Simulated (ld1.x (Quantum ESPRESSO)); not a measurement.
F: pseudopotential generation (part 2 of 2)

The same run, continued: fluorine (F, Z = 9), core [He], reference valence 2s2 2p5, valence charge 7. Method: ultrasoft potential, PBE, scalar-relativistic, made with ld1.x (Quantum ESPRESSO) 7.5.

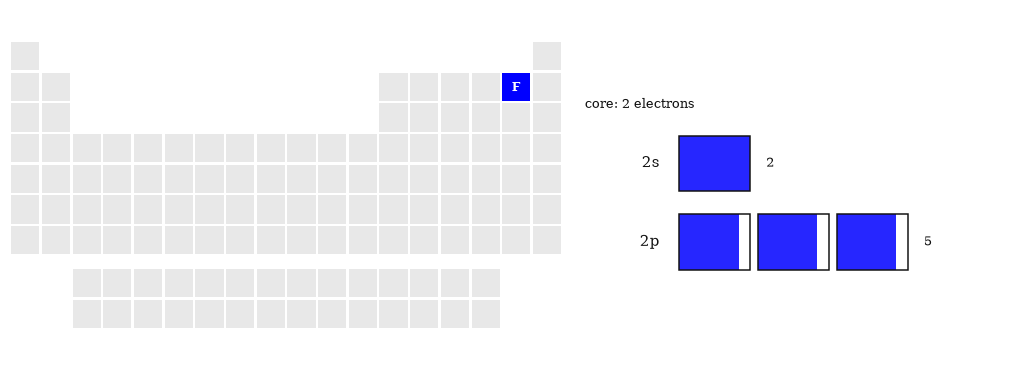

Left, the place of fluorine in the periodic table; right, the valence shells of the reference configuration: a box for each of the 2l + 1 orbitals, shaded by the share of the shell that is filled, with the electron count at the right.

Output of the test run (extracts), continued:
```
     ---------------------- Testing the pseudopotential ----------------------

     F
     scalar relativistic calculation

     atomic number is  9.00   valence charge is  7.00
     dft =PBE   lsd =0 sic =0 latt =0  beta=0.20 tr2=1.0E-14
     mesh =1105 r(mesh) =  99.76081 xmin = -7.00 dx = 0.01250

     n l     nl             e AE (Ry)        e PS (Ry)    De AE-PS (Ry)
     1 0     2S   1( 2.00)       -6.70364       -6.69970       -0.00393
     2 1     2P   1( 2.00)       -5.34782       -5.34191       -0.00590  !

     eps = 4.0E-15  iter =  7

     Etot =    -190.786158 Ry,     -95.393079 Ha,   -2595.777923 eV
     Etotps =   -42.369559 Ry,     -21.184779 Ha,    -576.467215 eV
     dEtot_ae =       8.703171 Ry
     dEtot_ps =       8.697454 Ry,   Delta E=       0.005717 Ry

     Ekin =      19.039380 Ry,       9.519690 Ha,     259.043955 eV
     Encl =     -67.688704 Ry,     -33.844352 Ha,    -920.951728 eV
     Ehrt =      16.984012 Ry,       8.492006 Ha,     231.079252 eV
     Ecxc =      -8.420454 Ry,      -4.210227 Ha,    -114.566118 eV
     (Ecc =      -2.688254 Ry,      -1.344127 Ha,     -36.575557 eV)
     Epseu=      -2.283792 Ry,      -1.141896 Ha,     -31.072576 eV

     ---------------------- End of pseudopotential test ----------------------

     ---------------------- Testing the pseudopotential ----------------------

     F
     scalar relativistic calculation

     atomic number is  9.00   valence charge is  7.00
     dft =PBE   lsd =0 sic =0 latt =0  beta=0.20 tr2=1.0E-14
     mesh =1105 r(mesh) =  99.76081 xmin = -7.00 dx = 0.01250

     n l     nl             e AE (Ry)        e PS (Ry)    De AE-PS (Ry)
     1 0     2S   1( 1.00)       -2.23280       -2.23209       -0.00071
     2 1     2P   1( 6.00)       -0.84819       -0.84866        0.00047

     eps = 1.6E-15  iter = 13

     Etot =    -198.106554 Ry,     -99.053277 Ha,   -2695.376983 eV
     Etotps =   -49.684813 Ry,     -24.842407 Ha,    -675.996322 eV
     dEtot_ae =       1.382775 Ry
     dEtot_ps =       1.382200 Ry,   Delta E=       0.000576 Ry

     Ekin =      30.479221 Ry,      15.239611 Ha,     414.690932 eV
     Encl =    -104.251135 Ry,     -52.125567 Ha,   -1418.408950 eV
     Ehrt =      42.133759 Ry,      21.066879 Ha,     573.258991 eV
     Ecxc =     -12.123879 Ry,      -6.061939 Ha,    -164.953772 eV
     (Ecc =      -2.688254 Ry,      -1.344127 Ha,     -36.575557 eV)
     Epseu=      -5.922780 Ry,      -2.961390 Ha,     -80.583522 eV

     ---------------------- End of pseudopotential test ----------------------

     ---------------------- Testing the pseudopotential ----------------------

     F
     scalar relativistic calculation

     atomic number is  9.00   valence charge is  7.00
     dft =PBE   lsd =0 sic =0 latt =0  beta=0.20 tr2=1.0E-14
     mesh =1105 r(mesh) =  99.76081 xmin = -7.00 dx = 0.01250

     n l     nl             e AE (Ry)        e PS (Ry)    De AE-PS (Ry)
     1 0     2S   1( 2.00)       -8.57765       -8.56897       -0.00868  !
     2 1     2P   1( 1.00)       -7.29740       -7.28635       -0.01105  !

     eps = 9.4E-16  iter =  7

     Etot =    -184.479831 Ry,     -92.239915 Ha,   -2509.975963 eV
     Etotps =   -36.071264 Ry,     -18.035632 Ha,    -490.774546 eV
     dEtot_ae =      15.009499 Ry
     dEtot_ps =      14.995749 Ry,   Delta E=       0.013750 Ry

     Ekin =      13.784138 Ry,       6.892069 Ha,     187.542747 eV
     Encl =     -51.909849 Ry,     -25.954924 Ha,    -706.269472 eV
     Ehrt =       9.920212 Ry,       4.960106 Ha,     134.971359 eV
     Ecxc =      -6.852707 Ry,      -3.426354 Ha,     -93.235834 eV
     (Ecc =      -2.688254 Ry,      -1.344127 Ha,     -36.575557 eV)
     Epseu=      -1.013057 Ry,      -0.506529 Ha,     -13.783346 eV

     ---------------------- End of pseudopotential test ----------------------

     ---------------------- Testing the pseudopotential ----------------------

     F
     scalar relativistic calculation

     atomic number is  9.00   valence charge is  7.00
     dft =PBE   lsd =0 sic =0 latt =0  beta=0.20 tr2=1.0E-14
     mesh =1105 r(mesh) =  99.76081 xmin = -7.00 dx = 0.01250

     n l     nl             e AE (Ry)        e PS (Ry)    De AE-PS (Ry)
     1 0     2S   1( 2.00)       -1.86725       -1.86720       -0.00005
     2 1     2P   1( 5.30)       -0.49676       -0.49683        0.00006

     eps = 5.0E-15  iter = 12

     Etot =    -199.685554 Ry,     -99.842777 Ha,   -2716.860368 eV
     Etotps =   -51.263269 Ry,     -25.631634 Ha,    -697.472302 eV
     dEtot_ae =      -0.196224 Ry
     dEtot_ps =      -0.196256 Ry,   Delta E=       0.000031 Ry

     Ekin =      28.292499 Ry,      14.146249 Ha,     384.939053 eV
     Encl =    -107.087885 Ry,     -53.543942 Ha,   -1457.004898 eV
     Ehrt =      44.769526 Ry,      22.384763 Ha,     609.120439 eV
     Ecxc =     -12.406316 Ry,      -6.203158 Ha,    -168.796522 eV
     (Ecc =      -2.688254 Ry,      -1.344127 Ha,     -36.575557 eV)
     Epseu=      -4.831093 Ry,      -2.415547 Ha,     -65.730374 eV

     ---------------------- End of pseudopotential test ----------------------

     ---------------------- Testing the pseudopotential ----------------------

     F
     scalar relativistic calculation

     atomic number is  9.00   valence charge is  7.00
     dft =PBE   lsd =0 sic =0 latt =0  beta=0.20 tr2=1.0E-14
     mesh =1105 r(mesh) =  99.76081 xmin = -7.00 dx = 0.01250

     n l     nl             e AE (Ry)        e PS (Ry)    De AE-PS (Ry)
     1 0     2S   1( 1.00)       -3.49542       -3.49479       -0.00063
     2 1     2P   1( 5.00)       -2.08974       -2.08972       -0.00002

     eps = 6.4E-16  iter =  9

     Etot =    -196.660171 Ry,     -98.330085 Ha,   -2675.697932 eV
     Etotps =   -48.238041 Ry,     -24.119020 Ha,    -656.311980 eV
     dEtot_ae =       2.829159 Ry
     dEtot_ps =       2.828972 Ry,   Delta E=       0.000187 Ry

     Ekin =      28.866373 Ry,      14.433187 Ha,     392.747013 eV
     Encl =     -94.259913 Ry,     -47.129956 Ha,   -1282.471448 eV
     Ehrt =      33.761796 Ry,      16.880898 Ha,     459.352631 eV
     Ecxc =     -11.129590 Ry,      -5.564795 Ha,    -151.425789 eV
     (Ecc =      -2.688254 Ry,      -1.344127 Ha,     -36.575557 eV)
     Epseu=      -5.476706 Ry,      -2.738353 Ha,     -74.514387 eV

     ---------------------- End of pseudopotential test ----------------------
```

Summary:

- outcome: generated
- cutoffs needed: 70 Ry and 140 Ry (the cutoffs, on a coarse ladder, from which the occupation-weighted sum of valence levels, in a spherical-Bessel basis at the reference potential, stays within 10 and 1 mRy of its value at 400 Ry); ghost states and empty shells don't enter this sum
- ghost test: no ghost state below the valence levels in the s, p, d, f channels (spherical-Bessel basis up to 400 Ry, 20 bohr box)
- largest excitation error: +187 meV (all-electron minus pseudo) for 2s2 2p1, out of 7 test configurations
- lowest eigenvalue of the overlap operator S in a Bessel basis (separate test): 0.53 (s channel)
- density cutoff estimated by the generator: 735 Ry
- range over which the phases arctan(r u′/u) at the test radius agree within 0.05 rad (a looser test near the poles than one of phase shifts): s: over the whole range computed; p: over the whole range computed; d: over the whole range computed
- hardware: 1 CPU thread, shared host
- wall time: 1.6 s
